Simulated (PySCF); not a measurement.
## A study: C2H7BFN, charge +1, doublet, SMILES `[NH2+]BCCF`

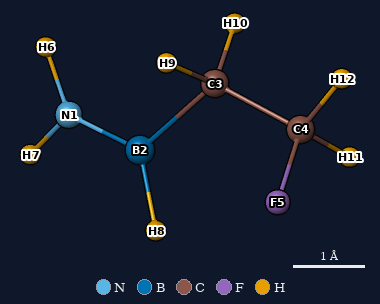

The molecule, with its atoms numbered as below. No frequency check shows the geometry to be a minimum.

Geometry (Å), atoms numbered from 1:

```
N1      -2.4359   -0.1362    0.0128
B2      -1.1182   -0.3812   -0.1418
C3       0.0475    0.7353    0.1593
C4       1.4381    0.4332   -0.2877
F5       1.8867   -0.7390    0.2254
H6      -2.8451    0.6657    0.4769
H7      -3.1591   -0.7568   -0.3327
H8      -0.6582   -1.4047   -0.4850
H9      -0.0082    0.6973    1.2560
H10     -0.2723    1.7026   -0.2243
H11      1.5494    0.3774   -1.3820
H12      2.1422    1.2183    0.0521
```

### 1. Bonding charge

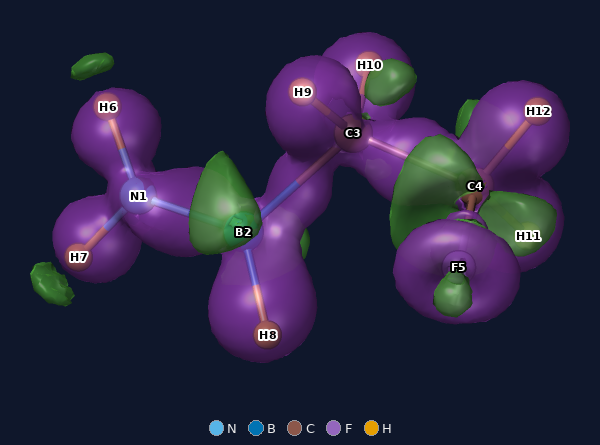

Deformation density (molecule less spherical, spin-averaged free atoms at the same positions), surfaces at ±0.1 e/Å³; purple: gain, green: loss.

Method: PBE0/def2-SVP; geometry: GFN2-xTB; program: PySCF. The stability of the open-shell solution wasn't checked. GFN2-xTB doesn't know the spin state, so this open-shell geometry is rough.

**Describe the bonding that the map shows.**

The five largest and four smallest: N1–H6: +0.78 e/Å³ at the bond critical point (bond length 1.01 Å, Mayer order 0.9). N1–H7: +0.77 e/Å³ at the bond critical point (bond length 1.01 Å, Mayer order 0.9). C4–H11: +0.73 e/Å³ at the bond critical point (bond length 1.10 Å, Mayer order 0.9). C3–H10: +0.71 e/Å³ at the bond critical point (bond length 1.09 Å, Mayer order 0.9). C4–H12: +0.69 e/Å³ at the bond critical point (bond length 1.11 Å, Mayer order 0.9). N1–B2: +0.47 e/Å³ at the bond critical point (bond length 1.35 Å, Mayer order 1.7). B2–H8: +0.45 e/Å³ at the bond critical point (bond length 1.17 Å, Mayer order 0.9). B2–C3: +0.20 e/Å³ at the bond critical point (bond length 1.64 Å, Mayer order 0.8). C4–F5: 0.00 e/Å³ at the bond critical point (bond length 1.36 Å, Mayer order 1.0); up to 0.6 Å beside the axis the gain reaches +0.22 e/Å³. In all, 2.2 electrons gather in the regions of gain relative to the promolecule of neutral atoms (the regions of loss give up this much and the cation's charge besides). A small or negative value marks a very polar bond, one between electron-rich atoms, whose free-atom densities already overlap strongly, a long bond to a heavier atom, or a closed-shell contact such as a hydrogen bond.

**Where do the Hirshfeld charges lie?**

The highest Hirshfeld charge is on B2 (+0.25 e), the lowest on N1 (−0.12 e).

| atom | charge (e) |
| --- | --- |
| N1 | −0.12 |
| B2 | +0.25 |
| C3 | −0.03 |
| C4 | +0.08 |
| F5 | −0.04 |
| H6 | +0.19 |
| H7 | +0.20 |
| H8 | +0.03 |
| H9 | +0.12 |
| H10 | +0.10 |
| H11 | +0.10 |
| H12 | +0.11 |

### 2. Bond critical points

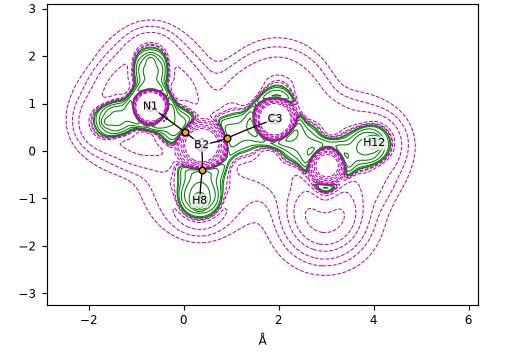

Negative Laplacian of the density (−∇²ρ) in the plane of N1, B2, C3, H8 and H12 (solid green lines positive, dashed magenta lines negative, contours at ±0.02 to ±8 a.u.), with bond paths and bond critical points (dots).

**At which bond critical points in this plane is charge locally concentrated, and at which depleted?**

Concentrated (∇²ρ < 0): B2–H8 (−0.21 a.u.); B2–C3 (−0.14 a.u.). Depleted (∇²ρ > 0): N1–B2 (+0.89 a.u., H = −0.202). A positive Laplacian with clearly negative H marks a strongly polar covalent bond, whose critical point lies close to the core of the less electronegative atom.

**Where along N1–B2 does the critical point lie?**

0.90 Å from N1 and 0.45 Å from B2.

### 3. Electrostatic potential

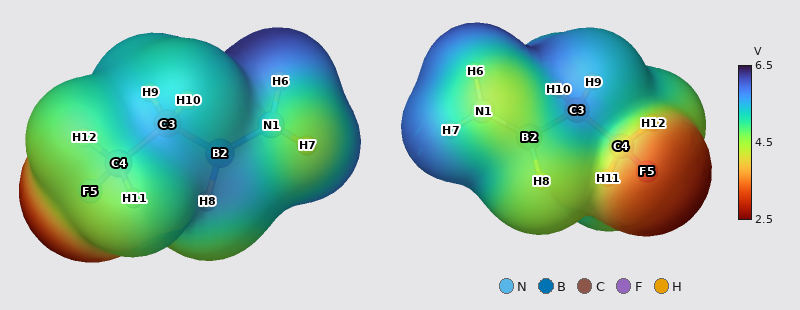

Electrostatic potential on the surface of electron density 0.001 a.u. (back view left, front view right).

**Where are the extremes of the potential on the surface?**

Highest: 6.30 V, 1.3 Å from H6. Lowest: 2.61 V, 1.6 Å from F5. Further minima include 4.40 V, over N1, off the plane of its three bonds (1.9 Å); 4.55 V, over N1, off the plane of its three bonds (1.9 Å). The surface is sampled at points, so like sites can differ by a few per cent and only the strongest of them is named.

**What volume does the surface enclose?**

About 98 Å³.

### 4. Spin density

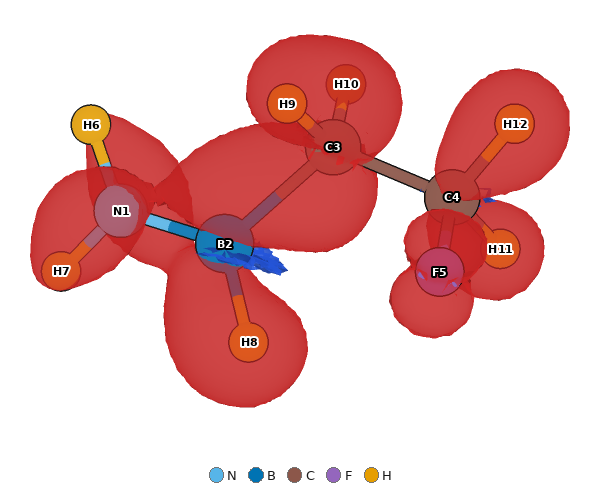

Spin density ρα − ρβ at ±0.02 e/Å³ (red: excess α, blue: excess β).

**Where is the unpaired spin?**

Hirshfeld spin populations: C3 +0.26, B2 +0.17, N1 +0.14, H8 +0.10 and C4 +0.07. ⟨S²⟩ = 0.76, as for a pure state.

### 5. In an electric field

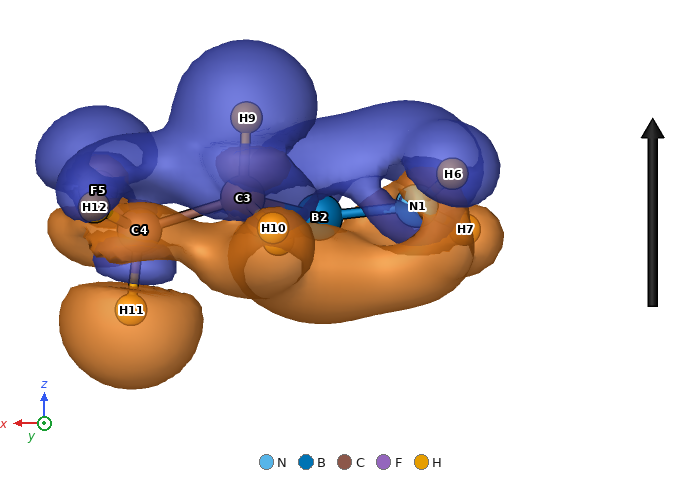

Change of the electron density in a uniform field of 0.10 V/Å along +z (arrow), surfaces at ±0.0004 e/Å³ (orange: gain, blue: loss).

PySCF calculation, TPSSh/6-31+G*, gas phase; geometry: GFN2-xTB. The basis has diffuse s and p functions alone, which still leaves polarisabilities too small, most of all across bonds. The stability of the open-shell solution wasn't checked. GFN2-xTB doesn't know the spin state, so this open-shell geometry is rough.

**What dipole is induced, and what polarisability does it imply?**

The induced dipole is 0.17 D (along the field); α along this axis, from the fields in both directions, is 34 bohr³ (5.0 Å³).

**Which atoms gain and lose the most charge?**

Electrons gather most on H11 (Hirshfeld charge changes by −0.004 e) and leave H9 most (+0.004 e); 0.020 electrons are displaced in all.

### 6. Removing or adding an electron

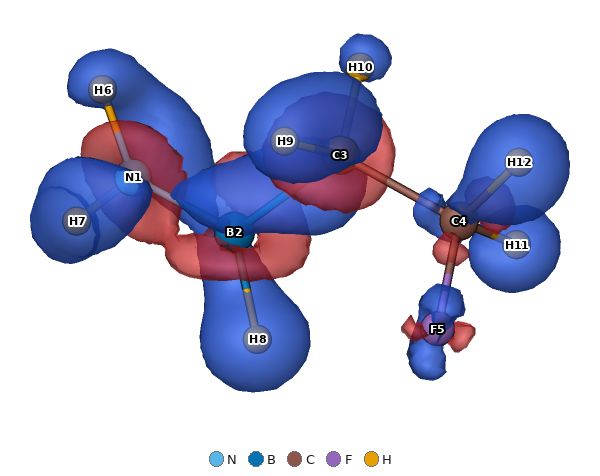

Fukui function f⁻ = ρ(N) − ρ(N−1) at fixed geometry, surfaces at ±0.04 e/Å³ (blue positive, red negative).

Level of theory: HF/aug-cc-pVDZ (PySCF), at a geometry from GFN2-xTB. GFN2-xTB doesn't know the spin state, so this open-shell geometry is rough.

**On which atoms does the density change most on removal of an electron?**

f⁻ (Hirshfeld-condensed) is largest on N1 (0.19), C3 (0.10) and H8 (0.10); the vertical ionisation energy is 17.75 eV (to the singlet dication, which needn't be its lowest state). Condensed values hint at sites of electrophilic attack but needn't mark the atom that reacts. Orbital relaxation makes it negative in places (0.24 e in all).

| atom | f⁻ | charge |
| --- | --- | --- |
| N1 | +0.19 | −0.23 |
| B2 | +0.10 | +0.37 |
| C3 | +0.10 | +0.02 |
| C4 | +0.06 | +0.10 |
| F5 | +0.06 | −0.12 |
| H6 | +0.06 | +0.19 |
| H7 | +0.07 | +0.20 |
| H8 | +0.10 | +0.04 |
| H9 | +0.08 | +0.14 |
| H10 | +0.04 | +0.12 |
| H11 | +0.06 | +0.09 |
| H12 | +0.08 | +0.10 |
